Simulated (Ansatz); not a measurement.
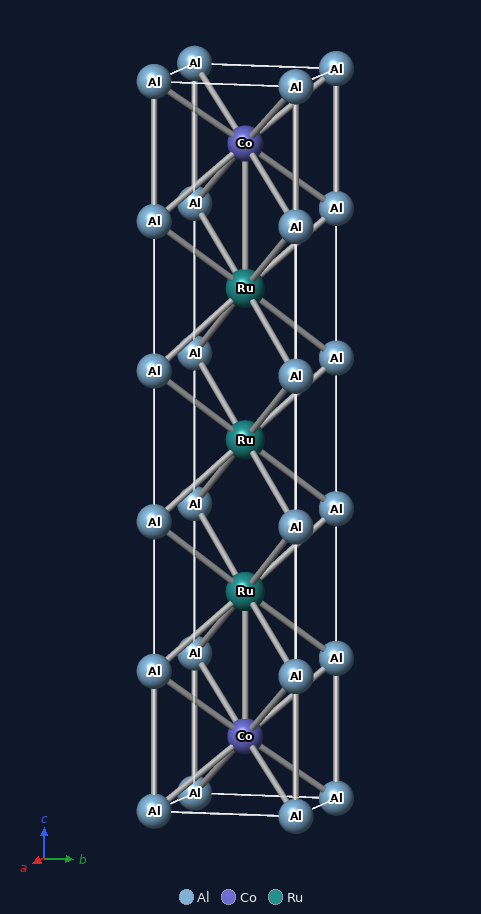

Ball-and-stick drawing of the structure, looking slightly off an axis. Thin lines show the simulation cell, with boundary atoms drawn in all their periodic places.

This input was run:
```yaml
crystal:
  lattice:
    - [2.9522408146, 0.0, 0.0]
    - [0.0, 2.9522408146, 0.0]
    - [0.0, 0.0, 14.7352036679]
  atoms:
    - { symbol: Al, position: [0.0, 0.0, 0.0] }
    - { symbol: Al, position: [0.0, 0.0, 0.1917295554] }
    - { symbol: Al, position: [0.0, 0.0, 0.3967323192] }
    - { symbol: Al, position: [0.0, 0.0, 0.6032676808] }
    - { symbol: Al, position: [0.0, 0.0, 0.8082704446] }
    - { symbol: Co, position: [0.5, 0.5, 0.093766865] }
    - { symbol: Co, position: [0.5, 0.5, 0.906233135] }
    - { symbol: Ru, position: [0.5, 0.5, 0.29220722] }
    - { symbol: Ru, position: [0.5, 0.5, 0.5] }
    - { symbol: Ru, position: [0.5, 0.5, 0.70779278] }
basis:
  ecutwfc: 500
kpoints:
  mp_grid: { grid: [12, 12, 4] }
  band_path:
    path:
      - [[0.0, 0.0, 0.0], [0.0, 0.5, 0.0], [0.5, 0.5, 0.0], [0.0, 0.0, 0.0], [0.0, 0.0, 0.5], [0.0, 0.5, 0.5], [0.5, 0.5, 0.5], [0.0, 0.0, 0.5]]
      - [[0.0, 0.5, 0.0], [0.0, 0.5, 0.5]]
      - [[0.5, 0.5, 0.0], [0.5, 0.5, 0.5]]
    npoints: 14
hamiltonian:
  xc: r2scan
scf:
  occupations: { method: gaussian, width: 0.1 }
  n_extra_bands: 25
output:
  forces: true
  stress: true
  eigenvalues: true
  populations: true
  dos: { projected: true, de: 0.02, nscf_kmesh: { grid: [15, 15, 5] } }
  bader: true
  write_density: true
  write_potential: true
  elf: true
  volumetric_format: npy
```
Run as:
```sh
ansatz run input.yaml --threads 4 --pin off --max-ram 8192MiB --backend cpu --events-out ev --progress --plain --runs-dir out
```

Method used: DFT r2SCAN, scalar-relativistic, plane waves, PAW in Ansatz 0.2.0. It ran with a basis cut at 500 eV, a 12×12×4 mesh of k-points, Gaussian smearing of 0.1 eV, no spin polarisation (a spin-restricted run, not always the ground state).

What does a Bader analysis give?

Answer. Al +1.83 to +2.06 e; Co -1.70 e; Ru -2.18 to -2.09 e.

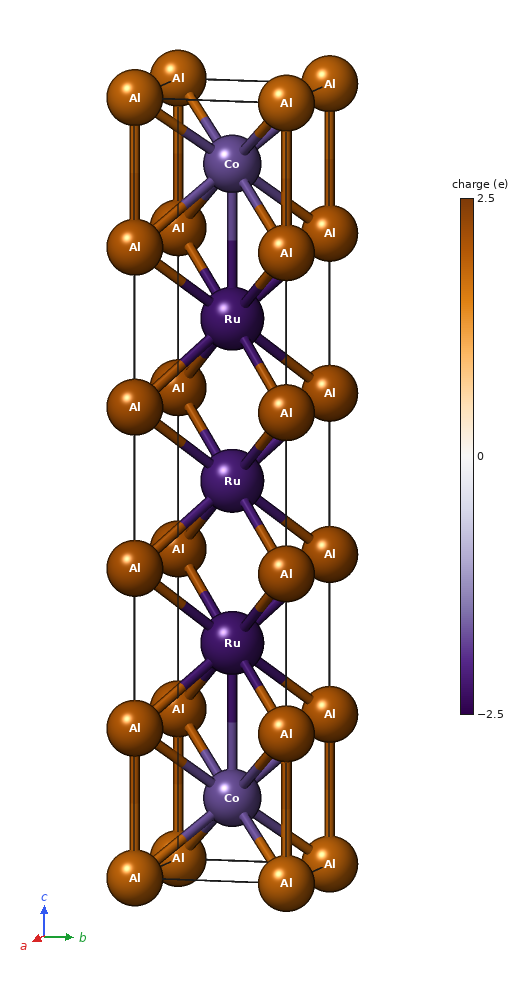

The atoms coloured by those charges.

It derives from a structure type filled with these elements by a generator (whether the compound takes this form wasn't checked). Earlier steps of the study, as a rule a relaxation of our own, may have changed the cell and positions, so they can lie some per cent off the listed ones. It was the input of a calculation with Ansatz.

At this level of theory the run's own cell isn't at rest (stretched, at -5 GPa), so its distances can differ from those at equilibrium, the more so the softer the solid.
